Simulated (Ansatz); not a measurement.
## Molecular dynamics, with input and output: Si$_{16}$O (part 3 of 4)

Continued. System: Si$_{16}$O (defect cell, 17 atoms in the cell). Method: DFT LDA, scalar-relativistic, plane waves, PAW, spin-polarised (Ansatz 0.2.0); cutoff 420 eV, 2×2×2 k-mesh, Fermi–Dirac smearing of 0.05 eV, collinear spins. It belongs to a series of runs on one base structure; here: dynamics from the last frame of the run before.

Geometry of the input (Å; fractional positions):
```
0.0000  5.4300  5.4300
5.4300  0.0000  5.4300
5.4300  5.4300  0.0000
Si -0.0716  0.0863  -0.0411
Si 0.1513  0.1216  0.0654
Si 0.0214  0.0187  0.4618
Si 0.1484  0.1372  0.6157
Si -0.0580  0.5212  0.0309
Si 0.0998  0.6806  0.1122
Si 0.0403  0.4982  0.4837
Si 0.0499  0.6728  0.6507
Si 0.5017  0.0124  -0.0243
Si 0.5626  0.1634  0.1299
Si 0.5053  0.0007  0.5059
Si 0.6036  0.1576  0.6150
Si 0.4685  0.5235  0.0034
Si 0.5726  0.6088  0.1597
Si 0.4355  0.5221  0.5213
Si 0.6136  0.6335  0.6410
O  1.1079  0.3088  0.1618
```

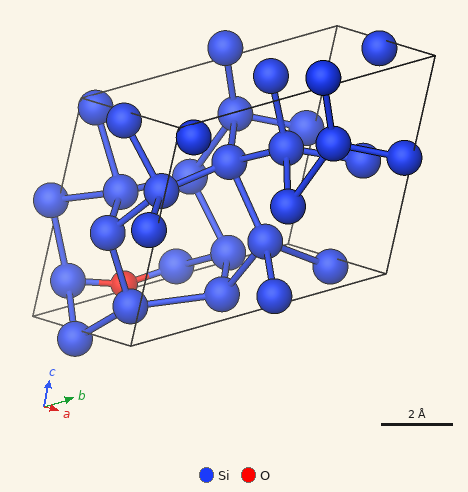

Fig. 1: The geometry at step 66 of the log (ball-and-stick view of the cell of the calculation, seen slightly off an axis).

**Trajectory as extended XYZ, continued**
```
17
Lattice="0.0000 5.4300 5.4300 5.4300 0.0000 5.4300 5.4300 5.4300 0.0000" Properties=species:S:1:pos:R:3:forces:R:3 step=35 time_fs=35.0 energy=-10289.17237 temperature=1908.6
Si   -0.0362   -0.5022    0.0092    1.4391  -1.1898   2.0382
Si    1.1381    1.3261    0.9863   -0.2520  -0.1560   1.4366
Si    2.8313    2.6160    0.1415   -1.2108   1.0681  -1.1987
Si    3.9517    3.9435    1.6509    0.3219   0.0386   0.3842
Si    3.4088    0.0660    2.6934   -2.3046  -1.2493  -0.5909
Si    4.3379    1.0532    4.4188   -1.2340   2.8123   0.3557
Si    5.4240    2.3529    2.8371   -0.9512   2.5118   1.0507
Si    7.1907    3.8153    3.6848    0.9853  -0.0388   0.4500
Si   -0.1925    2.6097    2.5903    0.7084  -1.7261   1.0290
Si    1.3180    3.7271    4.0005    0.6685   0.0026   0.1586
Si    2.4859    5.4297    2.8882    0.6995   0.2622  -0.2343
Si    4.0745    6.7039    4.2996    0.9851  -1.4316  -1.7809
Si    2.8804    2.7642    5.5973   -0.0909  -0.4923  -0.4826
Si    4.6127    4.1788    6.6461   -1.7608   0.6518  -1.1254
Si    5.9771    5.2207    5.0974   -1.1074   1.3875   0.2746
Si    6.6480    6.8594    6.7694    2.7291  -1.8637  -1.6776
O     2.2458    6.6037    7.7073    0.3747  -0.5876  -0.0871
17
Lattice="0.0000 5.4300 5.4300 5.4300 0.0000 5.4300 5.4300 5.4300 0.0000" Properties=species:S:1:pos:R:3:forces:R:3 step=40 time_fs=40.0 energy=-10289.05978 temperature=1852.6
Si   -0.0333   -0.4879    0.0363    1.0183  -0.8147   1.8359
Si    1.1902    1.3734    0.9330   -1.5017  -1.1049   1.7199
Si    2.8128    2.5911    0.0652   -0.3839   2.3886  -0.4443
Si    3.9369    3.9092    1.7090    0.2088  -0.0534  -0.4462
Si    3.4173    0.0757    2.7677   -2.6084  -1.2982  -1.7965
Si    4.3038    1.0919    4.4481   -0.5722   2.5035   0.8532
Si    5.4176    2.3187    2.8159   -0.5853   2.5090   1.0077
Si    7.2518    3.8302    3.6515    0.1694  -0.0661   0.7387
Si   -0.2332    2.5710    2.5711    1.2218  -1.2689   0.9005
Si    1.2955    3.7616    3.9921    0.3857  -0.7082   0.4139
Si    2.4586    5.4243    2.9058    0.9543   0.3095  -0.4325
Si    4.0719    6.6970    4.3047    1.1819  -1.7480  -2.1441
Si    2.8951    2.7358    5.6325   -0.2106   0.1549  -0.7016
Si    4.6526    4.2066    6.6657   -1.8725   0.7188  -0.8975
Si    5.9933    5.3038    5.1038   -1.0499   0.1918  -0.4246
Si    6.6565    6.8140    6.7302    2.5741  -1.1055  -0.7025
O     2.1807    6.5118    7.6694    1.0704  -0.6083   0.5201
17
Lattice="0.0000 5.4300 5.4300 5.4300 0.0000 5.4300 5.4300 5.4300 0.0000" Properties=species:S:1:pos:R:3:forces:R:3 step=44 time_fs=44.0 energy=-10288.88160 temperature=1764.4
Si   -0.0245   -0.4816    0.0692    0.5362  -0.3530   1.4479
Si    1.2232    1.4048    0.9010   -2.2097  -1.7332   2.0440
Si    2.7954    2.5851    0.0010    0.3478   2.9232  -0.0207
Si    3.9265    3.8816    1.7531    0.1411   0.0128  -0.9847
Si    3.4083    0.0754    2.8166   -2.3337  -1.1719  -2.2463
Si    4.2728    1.1384    4.4765    0.0498   1.7886   0.9197
Si    5.4088    2.3068    2.8051   -0.1239   2.1727   0.7190
Si    7.3020    3.8417    3.6293   -0.5191  -0.1304   0.8522
Si   -0.2586    2.5321    2.5613    1.4889  -0.6571   0.5428
Si    1.2800    3.7851    3.9879    0.0962  -1.1382   0.5945
Si    2.4426    5.4219    2.9174    1.1451   0.2668  -0.5912
Si    4.0771    6.6809    4.2957    1.0989  -1.7038  -2.0961
Si    2.9055    2.7138    5.6565   -0.2856   0.6806  -0.7061
Si    4.6729    4.2331    6.6757   -1.8189   0.5285  -0.5570
Si    5.9997    5.3720    5.1064   -1.0770  -0.9407  -1.1660
Si    6.6793    6.7708    6.6942    2.2382  -0.1120   0.5793
O     2.1395    6.4318    7.6440    1.2256  -0.4331   0.6687
17
Lattice="0.0000 5.4300 5.4300 5.4300 0.0000 5.4300 5.4300 5.4300 0.0000" Properties=species:S:1:pos:R:3:forces:R:3 step=48 time_fs=48.0 energy=-10288.63291 temperature=1642.1
Si   -0.0128   -0.4773    0.1102    0.0536   0.0549   0.9987
Si    1.2443    1.4268    0.8802   -2.3914  -2.0997   2.3746
Si    2.7798    2.5950   -0.0632    0.9548   2.7682   0.3943
Si    3.9168    3.8541    1.7918    0.0650   0.1840  -1.4055
Si    3.3867    0.0688    2.8534   -1.5386  -0.8163  -2.1927
Si    4.2420    1.1946    4.5097    0.6423   0.7660   0.5301
Si    5.3992    2.3067    2.7983    0.3360   1.6876   0.4467
Si    7.3494    3.8524    3.6117   -1.2392  -0.2555   0.8453
Si   -0.2757    2.4897    2.5544    1.6551   0.0278   0.0904
Si    1.2651    3.8025    3.9869   -0.1695  -1.3893   0.7242
Si    2.4329    5.4209    2.9257    1.2705   0.1288  -0.6965
Si    4.0881    6.6556    4.2753    0.7418  -1.3753  -1.7829
Si    2.9144    2.6956    5.6766   -0.4054   1.2478  -0.5441
Si    4.6833    4.2626    6.6827   -1.7028   0.2199  -0.2015
Si    6.0001    5.4349    5.1027   -1.1558  -2.0579  -1.9346
Si    6.7143    6.7269    6.6614    1.9097   0.9413   1.9340
O     2.1098    6.3478    7.6248    0.9741  -0.0324   0.4195
17
Lattice="0.0000 5.4300 5.4300 5.4300 0.0000 5.4300 5.4300 5.4300 0.0000" Properties=species:S:1:pos:R:3:forces:R:3 step=53 time_fs=53.0 energy=-10288.24734 temperature=1453.5
Si    0.0020   -0.4714    0.1687   -0.4355   0.3478   0.4484
Si    1.2526    1.4383    0.8725   -1.9548  -2.0484   2.4228
Si    2.7678    2.6278   -0.1399    1.3586   1.6436   1.2046
Si    3.9051    3.8214    1.8291   -0.0564   0.4800  -1.7951
Si    3.3488    0.0547    2.8829   -0.0071  -0.1528  -1.6513
Si    4.2089    1.2698    4.5546    1.3283  -0.6640  -0.4084
Si    5.3901    2.3194    2.7932    0.7858   1.0334   0.3021
Si    7.3985    3.8637    3.5961   -2.1709  -0.4485   0.6516
Si   -0.2843    2.4372    2.5463    1.7435   0.8208  -0.4286
Si    1.2450    3.8135    3.9912   -0.3865  -1.4357   0.7889
Si    2.4305    5.4205    2.9307    1.2840  -0.1916  -0.6854
Si    4.1071    6.6138    4.2365    0.0004  -0.6798  -1.2433
Si    2.9221    2.6830    5.6979   -0.6755   2.0198  -0.1574
Si    4.6832    4.3008    6.6901   -1.5007  -0.1840   0.1234
Si    5.9918    5.4973    5.0829   -1.0826  -2.9726  -2.3637
Si    6.7726    6.6798    6.6358    1.4644   1.7557   2.9838
O     2.0851    6.2433    7.6058    0.3049   0.6763  -0.1925
17
Lattice="0.0000 5.4300 5.4300 5.4300 0.0000 5.4300 5.4300 5.4300 0.0000" Properties=species:S:1:pos:R:3:forces:R:3 step=57 time_fs=57.0 energy=-10287.93428 temperature=1301.2
Si    0.0114   -0.4647    0.2185   -0.7232   0.3799   0.0206
Si    1.2470    1.4349    0.8812   -1.3650  -1.6360   2.0226
Si    2.7664    2.6646   -0.1940    1.4615   0.3278   2.0876
Si    3.8955    3.7981    1.8481   -0.1529   0.7055  -2.0110
Si    3.3178    0.0422    2.8960    1.2803   0.3932  -1.1050
Si    4.1903    1.3265    4.5884    1.7997  -1.6475  -1.1945
Si    5.3875    2.3361    2.7911    1.0286   0.5769   0.3159
Si    7.4247    3.8701    3.5878   -2.8798  -0.5530   0.3714
Si   -0.2805    2.4000    2.5374    1.7160   1.3558  -0.6824
Si    1.2267    3.8134    3.9996   -0.4294  -1.3026   0.7886
Si    2.4365    5.4191    2.9305    1.1740  -0.5556  -0.5396
Si    4.1226    6.5760    4.1974   -0.6645  -0.0224  -0.8619
Si    2.9242    2.6850    5.7137   -0.9363   2.6070   0.1415
Si    4.6738    4.3304    6.6965   -1.3003  -0.4793   0.2480
Si    5.9786    5.5294    5.0530   -0.6571  -3.1080  -1.9150
Si    6.8284    6.6524    6.6331    0.8716   1.7792   2.9112
O     2.0692    6.1665    7.5890   -0.2233   1.1792  -0.5979
17
Lattice="0.0000 5.4300 5.4300 5.4300 0.0000 5.4300 5.4300 5.4300 0.0000" Properties=species:S:1:pos:R:3:forces:R:3 step=62 time_fs=62.0 energy=-10287.65511 temperature=1166.5
Si    0.0175   -0.4536    0.2806   -1.0145   0.1884  -0.5243
Si    1.2298    1.4184    0.9070   -0.6763  -0.8280   1.0483
Si    2.7759    2.7122   -0.2450    1.4723  -1.2320   3.1031
Si    3.8823    3.7744    1.8562   -0.2102   0.8704  -2.1480
Si    3.2893    0.0299    2.9041    2.2438   0.9664  -0.5873
Si    4.1811    1.3844    4.6212    2.0757  -2.3306  -1.8001
Si    5.3922    2.3614    2.7910    1.2161   0.1735   0.3746
Si    7.4349    3.8739    3.5799   -3.5295  -0.5192  -0.0209
Si   -0.2627    2.3642    2.5211    1.4820   1.8684  -0.6948
Si    1.2006    3.8035    4.0161   -0.3059  -0.9999   0.7898
Si    2.4530    5.4127    2.9263    0.9017  -1.0907  -0.2315
Si    4.1366    6.5289    4.1422   -1.3305   0.7848  -0.5106
Si    2.9196    2.7078    5.7346   -1.0971   3.0210   0.2337
Si    4.6522    4.3635    6.7064   -1.0024  -0.7909   0.2070
Si    5.9576    5.5457    5.0016    0.2651  -2.7881  -0.6295
Si    6.9042    6.6315    6.6514   -0.1646   1.3553   1.9433
O     2.0464    6.0865    7.5602   -0.3255   1.3511  -0.5528
17
Lattice="0.0000 5.4300 5.4300 5.4300 0.0000 5.4300 5.4300 5.4300 0.0000" Properties=species:S:1:pos:R:3:forces:R:3 step=66 time_fs=66.0 energy=-10287.61652 temperature=1149.2
Si    0.0162   -0.4435    0.3273   -1.2397  -0.0964  -0.9631
Si    1.2115    1.3999    0.9345   -0.2734  -0.0411   0.0152
Si    2.7926    2.7436   -0.2672    1.3767  -2.0532   3.4866
Si    3.8704    3.7607    1.8494   -0.1523   0.8687  -2.1353
Si    3.2797    0.0257    2.9067    2.1961   1.2218  -0.3782
Si    4.1863    1.4168    4.6367    1.9054  -2.3257  -1.8418
Si    5.4034    2.3829    2.7931    1.2738  -0.0257   0.3824
Si    7.4216    3.8737    3.5738   -3.6423  -0.3632  -0.1916
Si   -0.2392    2.3468    2.5038    1.0957   2.1560  -0.4476
Si    1.1778    3.7893    4.0341   -0.0999  -0.7032   0.7994
Si    2.4717    5.4011    2.9214    0.5775  -1.5404   0.0384
Si    4.1399    6.4957    4.0946   -1.5110   1.3494  -0.2633
Si    2.9093    2.7444    5.7526   -0.9806   2.8943   0.0004
Si    4.6286    4.3853    6.7156   -0.7194  -0.9842   0.0247
Si    5.9420    5.5415    4.9561    0.9464  -2.4170   0.4556
Si    6.9643    6.6234    6.6784   -0.9907   1.0443   0.9584
O     2.0250    6.0368    7.5314    0.2376   1.0154   0.0599
17
Lattice="0.0000 5.4300 5.4300 5.4300 0.0000 5.4300 5.4300 5.4300 0.0000" Properties=species:S:1:pos:R:3:forces:R:3 step=70 time_fs=70.0 energy=-10287.76176 temperature=1221.9
Si    0.0080   -0.4339    0.3687   -1.4393  -0.4045  -1.3715
Si    1.1917    1.3810    0.9621    0.0508   0.7106  -1.0285
Si    2.8168    2.7638   -0.2705    1.0881  -2.3630   3.2744
Si    3.8578    3.7518    1.8310    0.0276   0.7479  -1.9928
Si    3.2820    0.0281    2.9071    1.6310   1.1648  -0.2146
Si    4.2018    1.4366    4.6422    1.4385  -1.9250  -1.5608
Si    5.4215    2.4043    2.7974    1.2184  -0.1504   0.3119
Si    7.3885    3.8716    3.5667   -3.2459  -0.1738  -0.0538
Si   -0.2097    2.3413    2.4842    0.5577   2.3564  -0.0206
Si    1.1545    3.7712    4.0566    0.1493  -0.4042   0.8041
Si    2.4937    5.3810    2.9166    0.1617  -1.9408   0.2428
Si    4.1351    6.4698    4.0456   -1.2619   1.7825   0.0350
Si    2.8936    2.7968    5.7706   -0.7052   2.3435  -0.4134
Si    4.6010    4.4017    6.7249   -0.3908  -1.1294  -0.2461
Si    5.9314    5.5239    4.9129    1.2796  -2.0121   1.2680
Si    7.0190    6.6211    6.7108   -1.6021   0.9110   0.0957
O     2.0062    5.9966    7.5033    1.0425   0.4865   0.8703
17
Lattice="0.0000 5.4300 5.4300 5.4300 0.0000 5.4300 5.4300 5.4300 0.0000" Properties=species:S:1:pos:R:3:forces:R:3 step=75 time_fs=75.0 energy=-10288.10374 temperature=1392.3
Si   -0.0133   -0.4252    0.4098   -1.5325  -0.6410  -1.7844
Si    1.1676    1.3631    0.9884    0.6272   1.1009  -1.8074
Si    2.8551    2.7712   -0.2500    0.4065  -2.2116   2.2561
Si    3.8424    3.7462    1.7928    0.3948   0.4642  -1.5865
Si    3.2970    0.0397    2.9063    0.7818   0.7001   0.1306
Si    4.2320    1.4470    4.6374    0.7042  -1.1924  -1.0198
Si    5.4535    2.4299    2.8049    0.9349  -0.2884   0.0888
Si    7.3228    3.8676    3.5578   -2.0635   0.0422   0.5411
Si   -0.1689    2.3526    2.4597   -0.2119   2.4718   0.6146
Si    1.1266    3.7456    4.0910    0.4343  -0.0314   0.7697
Si    2.5220    5.3407    2.9126   -0.4542  -2.2268   0.3069
Si    4.1199    6.4513    3.9848   -0.4358   2.0850   0.5120
Si    2.8687    2.8798    5.7896   -0.3331   1.2510  -0.9025
Si    4.5637    4.4135    6.7344    0.0990  -1.2104  -0.6114
Si    5.9278    5.4867    4.8688    1.1086  -1.4013   1.8361
Si    7.0752    6.6253    6.7518   -1.9654   0.8963  -0.6538
O     1.9969    5.9528    7.4801    1.5053   0.1919   1.3098
17
Lattice="0.0000 5.4300 5.4300 5.4300 0.0000 5.4300 5.4300 5.4300 0.0000" Properties=species:S:1:pos:R:3:forces:R:3 step=79 time_fs=79.0 energy=-10288.35398 temperature=1519.0
Si   -0.0398   -0.4219    0.4319   -1.3824  -0.5902  -1.9996
Si    1.1520    1.3551    0.9989    1.2741   0.7564  -1.7764
Si    2.8885    2.7634   -0.2193   -0.2994  -1.9508   1.1179
Si    3.8324    3.7447    1.7523    0.7385   0.1835  -1.0481
Si    3.3142    0.0535    2.9063    0.3124   0.2050   0.5054
Si    4.2609    1.4476    4.6270    0.1824  -0.6355  -0.6034
Si    5.4849    2.4486    2.8116    0.4927  -0.4667  -0.1957
Si    7.2570    3.8646    3.5538   -0.7425   0.2103   1.1177
Si   -0.1372    2.3769    2.4437   -0.7366   2.3965   1.0434
Si    1.1067    3.7247    4.1233    0.5796   0.2633   0.6703
Si    2.5422    5.2948    2.9111   -0.9295  -2.1446   0.2279
Si    4.1047    6.4492    3.9390    0.3475   2.1004   0.8806
Si    2.8465    2.9546    5.7995   -0.1161   0.2564  -1.1154
Si    4.5342    4.4155    6.7385    0.5252  -1.1439  -0.8423
Si    5.9318    5.4480    4.8445    0.6230  -0.7958   2.0557
Si    7.1082    6.6342    6.7810   -1.9646   0.8503  -0.9667
O     2.0051    5.9203    7.4751    1.0957   0.5053   0.9288
17
Lattice="0.0000 5.4300 5.4300 5.4300 0.0000 5.4300 5.4300 5.4300 0.0000" Properties=species:S:1:pos:R:3:forces:R:3 step=84 time_fs=84.0 energy=-10288.42081 temperature=1560.2
Si   -0.0833   -0.4222    0.4441   -0.8984  -0.2194  -2.1356
Si    1.1426    1.3504    0.9987    1.8608   0.0169  -1.2199
Si    2.9276    2.7385   -0.1729   -1.1743  -1.7459  -0.3420
Si    3.8258    3.7441    1.6939    1.1131  -0.1300  -0.1221
Si    3.3383    0.0722    2.9104    0.0747  -0.3590   0.8785
Si    4.2983    1.4437    4.6095   -0.2848  -0.0847  -0.1878
Si    5.5276    2.4682    2.8182   -0.3018  -0.8491  -0.6511
Si    7.1698    3.8626    3.5577    1.0944   0.4298   1.6326
Si   -0.1032    2.4256    2.4317   -1.0535   1.9929   1.2720
Si    1.0864    3.7007    4.1688    0.6268   0.5917   0.4322
Si    2.5602    5.2212    2.9110   -1.2998  -1.5465   0.1313
Si    4.0887    6.4625    3.8885    1.0332   1.7875   1.1275
Si    2.8178    3.0496    5.8034    0.0126  -0.9253  -1.1408
Si    4.5016    4.4094    6.7370    1.0074  -0.8540  -0.9557
Si    5.9411    5.3938    4.8300   -0.1856   0.1071   2.2344
Si    7.1347    6.6518    6.8102   -1.7052   0.6277  -1.0514
O     2.0290    5.8873    7.4804    0.0804   1.1606   0.0978
17
Lattice="0.0000 5.4300 5.4300 5.4300 0.0000 5.4300 5.4300 5.4300 0.0000" Properties=species:S:1:pos:R:3:forces:R:3 step=88 time_fs=88.0 energy=-10288.25408 temperature=1487.6
Si   -0.1240   -0.4238    0.4407   -0.3369   0.2321  -2.1862
Si    1.1461    1.3472    0.9907    1.8835  -0.3668  -0.6325
Si    2.9521    2.7077   -0.1372   -1.7110  -1.6978  -1.3456
Si    3.8271    3.7429    1.6460    1.2685  -0.3106   0.7123
Si    3.3581    0.0852    2.9189   -0.0522  -0.6809   0.8938
Si    4.3268    1.4398    4.5940   -0.5330   0.2203   0.0597
Si    5.5604    2.4789    2.8196   -0.9779  -1.2388  -1.0267
Si    7.1058    3.8636    3.5706    2.4300   0.5599   1.7932
Si   -0.0822    2.4771    2.4297   -0.9871   1.4120   1.1570
Si    1.0738    3.6850    4.2081    0.5440   0.8028   0.1545
Si    2.5668    5.1524    2.9119   -1.3242  -0.7393   0.1334
Si    4.0818    6.4844    3.8548    1.2090   1.2901   1.1119
Si    2.7948    3.1206    5.7994    0.0347  -1.7229  -0.9977
Si    4.4814    4.3991    6.7300    1.2969  -0.4613  -0.8940
Si    5.9477    5.3507    4.8322   -0.8434   0.8937   2.3818
Si    7.1452    6.6699    6.8271   -1.3940   0.3133  -0.9785
O     2.0499    5.8727    7.4864   -0.5069   1.4941  -0.3364
17
Lattice="0.0000 5.4300 5.4300 5.4300 0.0000 5.4300 5.4300 5.4300 0.0000" Properties=species:S:1:pos:R:3:forces:R:3 step=92 time_fs=92.0 energy=-10288.00778 temperature=1376.9
Si   -0.1666   -0.4242    0.4253    0.2904   0.7217  -2.1895
Si    1.1599    1.3421    0.9793    1.5262  -0.4637  -0.0727
Si    2.9674    2.6674   -0.1086   -2.0072  -1.6304  -2.0515
Si    3.8354    3.7401    1.6018    1.2402  -0.4657   1.4426
Si    3.3777    0.0945    2.9322   -0.3434  -0.8551   0.5845
Si    4.3524    1.4370    4.5789   -0.7194   0.4311   0.2233
Si    5.5879    2.4828    2.8155   -1.4794  -1.5238  -1.2996
Si    7.0548    3.8675    3.5934    3.3811   0.5405   1.7460
Si   -0.0665    2.5364    2.4341   -0.7119   0.6700   0.8637
Si    1.0642    3.6736    4.2482    0.3504   0.9552  -0.1937
Si    2.5663    5.0794    2.9134   -1.1376   0.1942   0.1709
Si    4.0814    6.5133    3.8271    1.1223   0.6548   0.9684
Si    2.7720    3.1825    5.7901    0.0744  -2.3349  -0.7396
Si    4.4683    4.3863    6.7180    1.4443   0.0238  -0.7321
Si    5.9498    5.3123    4.8475   -1.3923   1.6542   2.5196
Si    7.1481    6.6897    6.8387   -1.0705  -0.0825  -0.8720
O     2.0664    5.8724    7.4896   -0.5676   1.5107  -0.3682
17
Lattice="0.0000 5.4300 5.4300 5.4300 0.0000 5.4300 5.4300 5.4300 0.0000" Properties=species:S:1:pos:R:3:forces:R:3 step=97 time_fs=97.0 energy=-10287.79355 temperature=1284.6
Si   -0.2174   -0.4188    0.3892    0.9737   1.2215  -2.0455
Si    1.1885    1.3322    0.9645    0.7373  -0.3059   0.4154
Si    2.9711    2.6045   -0.0887   -2.0306  -1.3140  -2.3860
Si    3.8552    3.7327    1.5577    0.9707  -0.7048   1.9317
Si    3.3991    0.0996    2.9529   -0.9233  -0.9751  -0.0590
Si    4.3790    1.4370    4.5616   -0.8801   0.6831   0.2990
Si    5.6110    2.4760    2.8003   -1.6271  -1.4182  -1.3203
Si    7.0171    3.8765    3.6352    3.8796   0.2300   1.4501
Si   -0.0521    2.6154    2.4460   -0.2635  -0.3432   0.4524
Si    1.0546    3.6668    4.2969   -0.0173   1.0503  -0.7093
Si    2.5570    4.9899    2.9167   -0.7325   1.2504   0.1782
Si    4.0895    6.5543    3.7997    0.8514  -0.1473   0.7369
Si    2.7440    3.2418    5.7729    0.2964  -2.8121  -0.2910
Si    4.4629    4.3708    6.6976    1.3355   0.6308  -0.4772
Si    5.9415    5.2774    4.8861   -1.7694   2.3866   2.5344
Si    7.1437    6.7136    6.8466   -0.7012  -0.5807  -0.7829
O     2.0802    5.8919    7.4892   -0.0996   1.1486   0.0730
```
